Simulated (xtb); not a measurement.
# Frequency calculation, with input and output: C2H10O2SSi2 (part 1 of 2)

C2H10O2SSi2, SMILES CO[SiH2]S[SiH2]OC, computed with GFN1-xTB (xtb 6.7.1).

The geometry was optimised with GFN1-xTB.

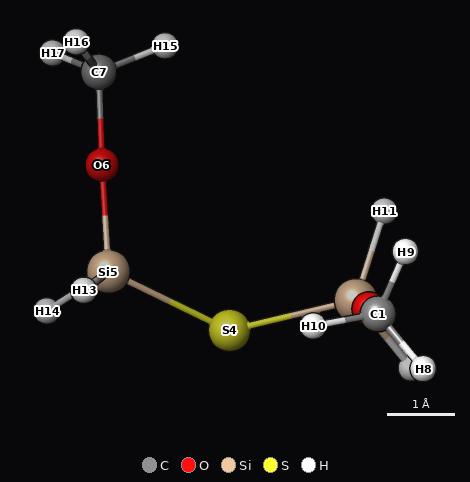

*The input geometry (ball-and-stick view, seen at a tilt; atoms are numbered from 1 in the order of the input).*

Bond lengths as drawn: C–H 1.10 Å, C–O 1.40 Å, H–Si 1.45 Å, O–Si 1.61 Å and S–Si 2.09 Å.

### The input (struc.tmol)
```
$coord
     -3.253806030426      1.433527340880      5.371754379122  c
     -3.154954456846      2.052148085037      2.793260876593  o
     -2.991549838850      2.682806384609     -0.178692502345  si
      0.625291477377      3.212307644729     -1.659085051115  s
      3.654144509928      0.687463466878     -1.580018910061  si
      3.155143429459     -2.059499119662     -2.789160170903  o
      2.657767513457     -4.467066894219     -3.787804838722  c
     -4.136194747058      2.970895132308      6.442303125984  h
     -4.361317820285     -0.294135871298      5.652076352449  h
     -1.341724445746      1.123385489306      6.104476786685  h
     -4.355667539172      0.686745370950     -1.461287417651  h
     -4.154222734287      5.131683572250     -0.550042583095  h
      4.571757721523      0.250577684125      0.961095809723  h
      5.516186146828      1.935533085887     -3.149039614076  h
      0.642620265940     -4.654187575080     -4.227525210662  h
      3.178198088179     -5.931963688768     -2.419132898440  h
      3.748347357240     -4.760201210671     -5.523556078714  h
$end
```

### File detailed.inp
```
$hess
   step=0.005
$end
```

Run on 1 thread of Intel Xeon @ 2.50GHz (Skylake/Cascade Lake), 189 GiB of memory available, shared host.

Command:
```bash
xtb struc.tmol -I detailed.inp -c 0 --gfn 1 --hess > run.log
```

### Output
```
* xtb version 6.7.1
   ID    Z sym.   atoms
    1    6 c      1, 7
    2    8 o      2, 6
    3   14 si     3, 5
    4   16 s      4
    5    1 h      8-17

           -------------------------------------------------
          |                Calculation Setup                |
           -------------------------------------------------

          program call               : xtb struc.tmol -I detailed.inp -c 0 --gfn 1 --hess
          coordinate file            : struc.tmol
          omp threads                :                     1

           -------------------------------------------------
          |                 G F N 1 - x T B                 |
           -------------------------------------------------

      * Hamiltonian:
        H0-scaling (s, p, d)           1.850000    2.250000    2.000000
        zeta-weighting                 0.000000
      * Dispersion:
        s8                             2.400000
        a1                             0.630000
        a2                             5.000000
        s9                             0.000000
      * Repulsion:
        kExp                           1.500000
        rExp                           1.000000
      * Coulomb:
        alpha                          2.000000
        third order                    atomic
        anisotropic                    false
      * Halogen bond correction:
        rad-scale                      1.300000
        damping                        0.440000

          ...................................................
          :                      SETUP                      :
          :.................................................:
          :  # basis functions                  66          :
          :  # atomic orbitals                  63          :
          :  # shells                           37          :
          :  # electrons                        44          :
          :  # halogen bonds                     0          :
          :  max. iterations                   250          :
          :  Hamiltonian                  GFN1-xTB          :
          :  restarted?                      false          :
          :  GBSA solvation                  false          :
          :  PC potential                    false          :
          :  electronic temp.          300.0000000     K    :
          :  accuracy                    1.0000000          :
          :  -> integral cutoff          0.2500000E+02      :
          :  -> integral neglect         0.1000000E-07      :
          :  -> SCF convergence          0.1000000E-05 Eh   :
          :  -> wf. convergence          0.2000000E-04 e    :
          :  Broyden damping             0.4000000          :
          :  net charge                          0          :
          :  unpaired electrons                  0          :
          ...................................................

 iter      E             dE          RMSdq      gap      omega  full diag
   1    -26.8689629 -0.268690E+02  0.718E+00    6.36       0.0  T
   2    -26.9180666 -0.491038E-01  0.421E+00    6.73       1.0  T
   3    -26.9148007  0.326592E-02  0.968E-01    6.25       1.0  T
   4    -26.9217344 -0.693365E-02  0.305E-01    6.66       1.0  T
   5    -26.9231171 -0.138279E-02  0.537E-02    6.54       1.0  T
   6    -26.9231160  0.112365E-05  0.399E-02    6.54       1.0  T
   7    -26.9231319 -0.158972E-04  0.822E-03    6.54       3.0  T
   8    -26.9231326 -0.632109E-06  0.228E-03    6.54      10.7  T
   9    -26.9231326 -0.592398E-07  0.313E-04    6.54      77.4  T
  10    -26.9231326 -0.694737E-09  0.203E-05    6.54    1197.3  T
  11    -26.9231326 -0.460432E-11  0.990E-06    6.54    2448.9  T

   *** convergence criteria satisfied after 11 iterations ***

         #    Occupation            Energy/Eh            Energy/eV
      -------------------------------------------------------------
         1        2.0000           -0.8202486             -22.3201
       ...           ...                  ...                  ...
        16        2.0000           -0.4823485             -13.1254
        17        2.0000           -0.4818482             -13.1118
        18        2.0000           -0.4374570             -11.9038
        19        2.0000           -0.4340752             -11.8118
        20        2.0000           -0.4221477             -11.4872
        21        2.0000           -0.4023419             -10.9483
        22        2.0000           -0.4002554             -10.8915 (HOMO)
        23                         -0.1597821              -4.3479 (LUMO)
        24                         -0.1519756              -4.1355
        25                         -0.1449600              -3.9446
        26                         -0.1430484              -3.8925
        27                         -0.1383136              -3.7637
       ...                                ...                  ...
        63                          1.5890981              43.2416
      -------------------------------------------------------------
                  HL-Gap            0.2404733 Eh            6.5436 eV
             Fermi-level           -0.2800187 Eh           -7.6197 eV

 SCC (total)                   0 d,  0 h,  0 min,  0.055 sec
 SCC setup                      ...        0 min,  0.000 sec (  0.570%)
 Dispersion                     ...        0 min,  0.000 sec (  0.240%)
 classical contributions        ...        0 min,  0.000 sec (  0.110%)
 integral evaluation            ...        0 min,  0.013 sec ( 22.591%)
 iterations                     ...        0 min,  0.016 sec ( 28.472%)
 molecular gradient             ...        0 min,  0.026 sec ( 46.964%)
 printout                       ...        0 min,  0.001 sec (  0.977%)

         :::::::::::::::::::::::::::::::::::::::::::::::::::::
         ::                     SUMMARY                     ::
         :::::::::::::::::::::::::::::::::::::::::::::::::::::
         :: total energy             -26.710079936491 Eh    ::
         :: gradient norm              0.000167805041 Eh/a0 ::
         :: HOMO-LUMO gap              6.543610409780 eV    ::
         ::.................................................::
         :: SCC energy               -26.923132614689 Eh    ::
         :: -> electrostatic           0.066954206202 Eh    ::
         :: repulsion energy           0.219770620326 Eh    ::
         :: dispersion energy         -0.006717942128 Eh    ::
         :: halogen bond corr.         0.000000000000 Eh    ::
         :: add. restraining           0.000000000000 Eh    ::
         :: total charge               0.000000000000 e     ::
         :::::::::::::::::::::::::::::::::::::::::::::::::::::

           -------------------------------------------------
          |                Numerical Hessian                |
           -------------------------------------------------
step length          :   0.00500
SCC accuracy         :   0.30000
Hessian scale factor :   1.00000
frozen atoms in %    :   0.00000    0
RMS gradient         :   0.00017
estimated CPU  time      0.09 min

writing file <hessian>.

 projected vibrational frequencies (cm⁻¹)
eigval :       -0.00    -0.00    -0.00     0.00     0.00     0.00
eigval :       13.15    24.61    47.65    57.88    59.20   108.80
eigval :      115.20   160.25   162.57   235.24   236.46   478.30
eigval :      531.09   556.14   621.49   686.20   687.25   696.68
eigval :      711.75   804.05   828.37   872.54   880.42  1185.91
eigval :     1185.92  1186.13  1186.14  1281.93  1290.66  1448.02
eigval :     1448.19  1476.62  1476.63  1477.48  1477.49  2206.98
eigval :     2207.71  2225.68  2225.83  2990.24  2990.74  3020.67
eigval :     3020.74  3022.79  3022.88
           -------------------------------------------------
          |                Property Printout                |
           -------------------------------------------------

    * Orbital Energies and Occupations

         #    Occupation            Energy/Eh            Energy/eV
      -------------------------------------------------------------
         1        2.0000           -0.8202486             -22.3201
       ...           ...                  ...                  ...
        10        2.0000           -0.5816666             -15.8280
        11        2.0000           -0.5814069             -15.8209
        12        2.0000           -0.5383996             -14.6506
        13        2.0000           -0.5173550             -14.0779
        14        2.0000           -0.4851078             -13.2005
        15        2.0000           -0.4846344             -13.1876
        16        2.0000           -0.4823486             -13.1254
        17        2.0000           -0.4818483             -13.1118
        18        2.0000           -0.4374570             -11.9038
        19        2.0000           -0.4340752             -11.8118
        20        2.0000           -0.4221477             -11.4872
        21        2.0000           -0.4023419             -10.9483
        22        2.0000           -0.4002553             -10.8915 (HOMO)
        23                         -0.1597821              -4.3479 (LUMO)
        24                         -0.1519757              -4.1355
        25                         -0.1449601              -3.9446
        26                         -0.1430485              -3.8925
        27                         -0.1383136              -3.7637
        28                         -0.0877376              -2.3875
        29                         -0.0844163              -2.2971
        30                         -0.0764748              -2.0810
        31                         -0.0732707              -1.9938
        32                         -0.0729555              -1.9852
        33                         -0.0724263              -1.9708
       ...                                ...                  ...
        63                          1.5890981              43.2416
      -------------------------------------------------------------
                  HL-Gap            0.2404732 Eh            6.5436 eV
             Fermi-level           -0.2800187 Eh           -7.6197 eV

  Mulliken/CM5 charges         n(s)   n(p)   n(d)
     1c     0.18208  0.06544   0.964  2.854  0.000
     2o    -0.39596 -0.46246   1.619  4.777  0.000
     3si    0.37587  0.17138   1.096  1.580  0.948
     4s    -0.17768 -0.12596   1.856  4.331 -0.009
     5si    0.37594  0.17146   1.096  1.580  0.948
     6o    -0.39597 -0.46247   1.619  4.777  0.000
     7c     0.18208  0.06545   0.964  2.853  0.000
     8h     0.02564  0.08427   0.974  0.000  0.000
     9h     0.02503  0.08363   0.975  0.000  0.000
    10h     0.02765  0.08635   0.972  0.000  0.000
    11h    -0.07586  0.01684   1.076  0.000  0.000
    12h    -0.07565  0.01748   1.076  0.000  0.000
    13h    -0.07587  0.01684   1.076  0.000  0.000
    14h    -0.07565  0.01747   1.076  0.000  0.000
    15h     0.02768  0.08638   0.972  0.000  0.000
    16h     0.02503  0.08363   0.975  0.000  0.000
    17h     0.02564  0.08427   0.974  0.000  0.000

Wiberg/Mayer (AO) data.
largest (>0.10) Wiberg bond orders for each atom

 ---------------------------------------------------------------------------
     #   Z sym  total        # sym  WBO       # sym  WBO       # sym  WBO
```
